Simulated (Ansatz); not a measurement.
# AlHS (triplet): RPA-PBE over vertical spin and charge gaps, cc-pVTZ

Aim: run AlHS (triplet) with these functionals over vertical spin and charge gaps, and hold them against the top wave-function level at the same points.

Method: cc-pVTZ, all electrons in the functionals, frozen cores in the correlation of double hybrids and RPA; program: Ansatz 0.2.0, Gaussian basis.

The runs, in order: RPA-PBE, at charge 0, triplet; charge 0, singlet; charge 0, quintet; charge 1, doublet; charge 1, quartet.

19 further runs of the same task are left out: 13 for a known fault of the program, 6 set aside as unsound or not needed.

### Step 1. What is computed

The geometry is a PBE0/def2-TZVP stationary point (not a proven minimum).

3 atoms, charge 0, spin multiplicity 3.

Atoms are counted from 1 here; the program's logs count them from 0.

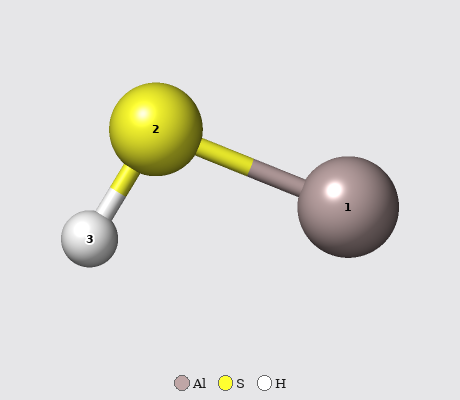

The geometry (aluminium light grey, sulfur yellow, hydrogen white); atoms are numbered from 1 in the order of the file.

No dispersion term is added.

The geometry shown and the zero of energy belong to the point charge 0, triplet. The yardstick, UCCSDT(Q), and other wave-function levels (R restricted, U unrestricted, valence and pair active spaces) come from earlier runs.

### Step 2. RPA-PBE, charge 0, triplet

in.yaml

```yaml
crystal:
  periodic: [false, false, false]
  atoms:
    - {symbol: Al, position_ang: [0.000000, 0.032224, 1.206475]}
    - {symbol: S, position_ang: [0.000000, -0.066502, -0.975876]}
    - {symbol: H, position_ang: [0.000000, 1.252993, -1.251158]}
basis:
  gaussian: {orbitals: cc-pVTZ}
magnetization: {spin_polarized: true, initial_magnetization: 2}
hamiltonian: {xc: {name: PBE}}
correlation: {method: rpa, electrons: outside_noble_gas}
```

Launch:

```bash
ansatz run in.yaml --threads 1 --pin off --events-out ev --progress --plain --max-ram 4096MiB --backend cpu
```

Log:

```text
Functional definition: PBE
  name "PBE"
  cite "Perdew, Burke & Ernzerhof, Phys. Rev. Lett. 77, 3865 (1996) doi:10.1103/PhysRevLett.77.3865"
  parent pbe
  parameter kappa = 0.804
  parameter beta = 0.06672455060314922
  exchange = pbe_x(kappa = kappa, mu = beta*pi^2/3)
  correlation = pbe_c(beta = beta)
489 factors; integrals over basis functions are off by at most 1.1e-3 eV
mean field evaluation 1: about -17436.8185 eV, gradient 1.7e1 eV
mean field evaluation 2: about -17436.8151 eV, gradient 1.7e1 eV
mean field evaluation 4: about -17438.9030 eV, gradient 5.3e0 eV
mean field evaluation 8: about -17439.1428 eV, gradient 1.6e-1 eV
mean field evaluation 16: about -17439.1431 eV, gradient 2.5e-5 eV
mean field evaluation 32: about -17436.8515 eV, gradient 1.9e-6 eV
mean field evaluation 64: about -17436.4440 eV, gradient 4.5e-1 eV
mean field evaluation 96: about -17436.4001 eV, gradient 5.3e-2 eV
mean field evaluation 128: about -17433.6165 eV, gradient 7.5e0 eV
mean field -17439.14307592 eV, -640.8766873644 hartree, gradient 3.1e-6 eV, S^2 2.003324; 12 other end points of the search recorded, 0 dependent functions left out
10 core orbitals not correlated: weight in the atoms' cores, before any rotation towards them, 1.000 or more for the frozen orbitals, at most 0.000 for the correlated occupied ones
reference -17415.31493272 eV, -640.0010192529 hartree; 6, 4 occupied and 66, 68 virtual orbitals, 489 factors
Total energy: -17426.29428342 eV, -640.4045029491 hartree
```

Wall time 15 s (1 thread of AMD EPYC 7R13, shared host).

From the report: ⟨S²⟩ of the determinant 2.003 (pure triplet: 2.00).

### Step 3. RPA-PBE, charge 0, singlet

in.yaml, as its differences from that of step 2:

```diff
@@ -8,3 +8,3 @@
   gaussian: {orbitals: cc-pVTZ}
-magnetization: {spin_polarized: true, initial_magnetization: 2}
+magnetization: {spin_polarized: true, initial_magnetization: 0}
 hamiltonian: {xc: {name: PBE}}
```

The command is unchanged.

Log:

```text
Functional definition: PBE
  name "PBE"
  cite "Perdew, Burke & Ernzerhof, Phys. Rev. Lett. 77, 3865 (1996) doi:10.1103/PhysRevLett.77.3865"
  parent pbe
  parameter kappa = 0.804
  parameter beta = 0.06672455060314922
  exchange = pbe_x(kappa = kappa, mu = beta*pi^2/3)
  correlation = pbe_c(beta = beta)
489 factors; integrals over basis functions are off by at most 1.1e-3 eV
mean field evaluation 1: about -17439.7979 eV, gradient 1.5e1 eV
mean field evaluation 2: about -17439.7959 eV, gradient 1.5e1 eV
mean field evaluation 4: about -17441.1175 eV, gradient 4.4e0 eV
mean field evaluation 8: about -17441.2729 eV, gradient 3.0e-1 eV
mean field evaluation 16: about -17441.2740 eV, gradient 2.3e-5 eV
mean field -17441.27396962 eV, -640.9549962635 hartree, gradient 2.6e-6 eV, S^2 0.000000; 2 other end points of the search recorded, 0 dependent functions left out
10 core orbitals not correlated: weight in the atoms' cores, before any rotation towards them, 1.000 or more for the frozen orbitals, at most 0.000 for the correlated occupied ones
reference -17417.03434284 eV, -640.0642064094 hartree; 5, 5 occupied and 67, 67 virtual orbitals, 489 factors
Total energy: -17428.55209265 eV, -640.4874759079 hartree
```

Run time: 3.2 s. Hardware: 1 thread of AMD EPYC 7R13, shared host.

From the report: ⟨S²⟩ of the determinant 0.000 (pure singlet: 0.00).

From charge 0, triplet: -52.1 kcal/mol.

### Step 4. RPA-PBE, charge 0, quintet

in.yaml, as its differences from that of step 3:

```diff
@@ -8,3 +8,3 @@
   gaussian: {orbitals: cc-pVTZ}
-magnetization: {spin_polarized: true, initial_magnetization: 0}
+magnetization: {spin_polarized: true, initial_magnetization: 4}
 hamiltonian: {xc: {name: PBE}}
```

Launched as before.

Log:

```text
Functional definition: PBE
  name "PBE"
  cite "Perdew, Burke & Ernzerhof, Phys. Rev. Lett. 77, 3865 (1996) doi:10.1103/PhysRevLett.77.3865"
  parent pbe
  parameter kappa = 0.804
  parameter beta = 0.06672455060314922
  exchange = pbe_x(kappa = kappa, mu = beta*pi^2/3)
  correlation = pbe_c(beta = beta)
489 factors; integrals over basis functions are off by at most 1.1e-3 eV
mean field evaluation 1: about -17434.2605 eV, gradient 7.8e0 eV
mean field evaluation 2: about -17434.2573 eV, gradient 7.8e0 eV
mean field evaluation 4: about -17434.8014 eV, gradient 1.2e0 eV
mean field evaluation 8: about -17434.8113 eV, gradient 2.9e-2 eV
mean field evaluation 16: about -17434.8113 eV, gradient 2.1e-5 eV
mean field evaluation 32: about -17433.2289 eV, gradient 1.4e-6 eV
mean field evaluation 64: about -17431.8179 eV, gradient 1.2e1 eV
mean field -17434.81133128 eV, -640.7174986849 hartree, gradient 3.7e-6 eV, S^2 6.003930; 6 other end points of the search recorded, 0 dependent functions left out
10 core orbitals not correlated: weight in the atoms' cores, before any rotation towards them, 1.000 or more for the frozen orbitals, at most 0.000 for the correlated occupied ones
reference -17411.88235721 eV, -639.8748744295 hartree; 7, 3 occupied and 65, 69 virtual orbitals, 489 factors
Total energy: -17422.01683348 eV, -640.2473095633 hartree
```

Wall time 7 s (1 thread of AMD EPYC 7R13, shared host).

From the report: ⟨S²⟩ of the determinant 6.004 (pure quintet: 6.00).

From charge 0, triplet: +98.6 kcal/mol.

### Step 5. RPA-PBE, charge 1, doublet

in.yaml, as its differences from that of step 4:

```diff
@@ -8,3 +8,4 @@
   gaussian: {orbitals: cc-pVTZ}
-magnetization: {spin_polarized: true, initial_magnetization: 4}
+total_charge: 1
+magnetization: {spin_polarized: true, initial_magnetization: 1}
 hamiltonian: {xc: {name: PBE}}
```

The command is unchanged.

Log:

```text
Functional definition: PBE
  name "PBE"
  cite "Perdew, Burke & Ernzerhof, Phys. Rev. Lett. 77, 3865 (1996) doi:10.1103/PhysRevLett.77.3865"
  parent pbe
  parameter kappa = 0.804
  parameter beta = 0.06672455060314922
  exchange = pbe_x(kappa = kappa, mu = beta*pi^2/3)
  correlation = pbe_c(beta = beta)
489 factors; integrals over basis functions are off by at most 1.1e-3 eV
mean field evaluation 1: about -17424.6632 eV, gradient 3.4e1 eV
mean field evaluation 2: about -17424.6616 eV, gradient 3.4e1 eV
mean field evaluation 4: about -17432.0212 eV, gradient 1.0e1 eV
mean field evaluation 8: about -17432.9010 eV, gradient 2.2e-1 eV
mean field evaluation 16: about -17432.9013 eV, gradient 1.5e-4 eV
mean field evaluation 32: about -17432.5971 eV, gradient 5.7e0 eV
mean field evaluation 64: about -17428.8213 eV, gradient 2.0e1 eV
mean field -17432.90126669 eV, -640.6473051061 hartree, gradient 6.1e-6 eV, S^2 0.753647; 4 other end points of the search recorded, 0 dependent functions left out
10 core orbitals not correlated: weight in the atoms' cores, before any rotation towards them, 1.000 or more for the frozen orbitals, at most 0.000 for the correlated occupied ones
reference -17409.37812458 eV, -639.7828455779 hartree; 5, 4 occupied and 67, 68 virtual orbitals, 489 factors
Total energy: -17419.83058170 eV, -640.1669662921 hartree
```

It took 8 s on 1 thread of AMD EPYC 7R13, shared host.

From the report: ⟨S²⟩ of the determinant 0.754 (pure doublet: 0.75).

From charge 0, triplet: +149.1 kcal/mol.

### Step 6. RPA-PBE, charge 1, quartet

in.yaml, as its differences from that of step 5:

```diff
@@ -9,3 +9,3 @@
 total_charge: 1
-magnetization: {spin_polarized: true, initial_magnetization: 1}
+magnetization: {spin_polarized: true, initial_magnetization: 3}
 hamiltonian: {xc: {name: PBE}}
```

Launched as before.

Log:

```text
Functional definition: PBE
  name "PBE"
  cite "Perdew, Burke & Ernzerhof, Phys. Rev. Lett. 77, 3865 (1996) doi:10.1103/PhysRevLett.77.3865"
  parent pbe
  parameter kappa = 0.804
  parameter beta = 0.06672455060314922
  exchange = pbe_x(kappa = kappa, mu = beta*pi^2/3)
  correlation = pbe_c(beta = beta)
489 factors; integrals over basis functions are off by at most 1.1e-3 eV
mean field evaluation 1: about -17421.9433 eV, gradient 2.8e1 eV
mean field evaluation 2: about -17421.9407 eV, gradient 2.8e1 eV
mean field evaluation 4: about -17428.6987 eV, gradient 7.0e0 eV
mean field evaluation 8: about -17429.0271 eV, gradient 3.3e-1 eV
mean field evaluation 16: about -17429.0280 eV, gradient 6.2e-5 eV
mean field evaluation 32: about -17428.7200 eV, gradient 2.9e-1 eV
mean field evaluation 64: about -17408.2412 eV, gradient 1.3e1 eV
mean field evaluation 96: about -17428.9368 eV, gradient 3.0e0 eV
mean field -17429.02796057 eV, -640.5049637317 hartree, gradient 8.4e-7 eV, S^2 3.753581; 7 other end points of the search recorded, 0 dependent functions left out
10 core orbitals not correlated: weight in the atoms' cores, before any rotation towards them, 1.000 or more for the frozen orbitals, at most 0.000 for the correlated occupied ones
reference -17406.47681745 eV, -639.6762245075 hartree; 6, 3 occupied and 66, 69 virtual orbitals, 489 factors
Total energy: -17416.08420421 eV, -640.0292894590 hartree
```

Run time: 7.5 s. Hardware: 1 thread of AMD EPYC 7R13, shared host.

From the report: ⟨S²⟩ of the determinant 3.754 (pure quartet: 3.75).

From charge 0, triplet: +235.5 kcal/mol.

### Step 7. The comparison

The yardstick is UCCSDT(Q), where the cluster series has nearly closed. It comes from earlier runs at the same points. Energies in kcal/mol, counted from charge 0, triplet; blanks weren't run or aren't comparable.

| level | triplet to singlet | triplet to quintet | ionisation to the doublet cation | ionisation to the quartet cation |
| --- | --- | --- | --- | --- |
| UCCSDT(Q) |  | 98.3 | 143.5 | 231.4 |
| RPA-PBE | -52.1 | 98.6 | 149.1 | 235.5 |

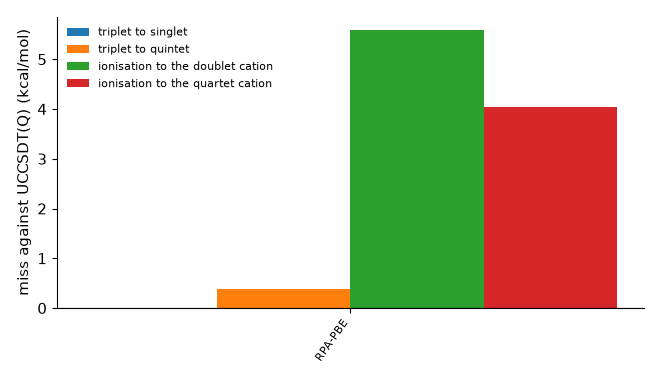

Misses of the gaps against UCCSDT(Q).

Largest miss and mean time a point (UCCSDT(Q) took 41 s a point; shared hosts):

| level | largest miss (kcal/mol) | where | time a point |
| --- | --- | --- | --- |
| RPA-PBE | +5.6 | ionisation to the doublet cation | 8.2 s |

### Step 8. What came out

| quantity | value |
| --- | --- |
| triplet to quintet, UCCSDT(Q) | 98.3 kcal/mol |
| ionisation to the doublet cation, UCCSDT(Q) | 143.5 kcal/mol |
| ionisation to the quartet cation, UCCSDT(Q) | 231.4 kcal/mol |
| largest miss, RPA-PBE | +5.6 kcal/mol (ionisation to the doublet cation) |

Misses are known at 3 of 4 points at best, and only functionals with that many are ranked. RPA-PBE strays by up to 5.6 kcal/mol, at ionisation to the doublet cation. Functionals and the yardstick converge differently with the basis, so part of each miss in cc-pVTZ is the basis.
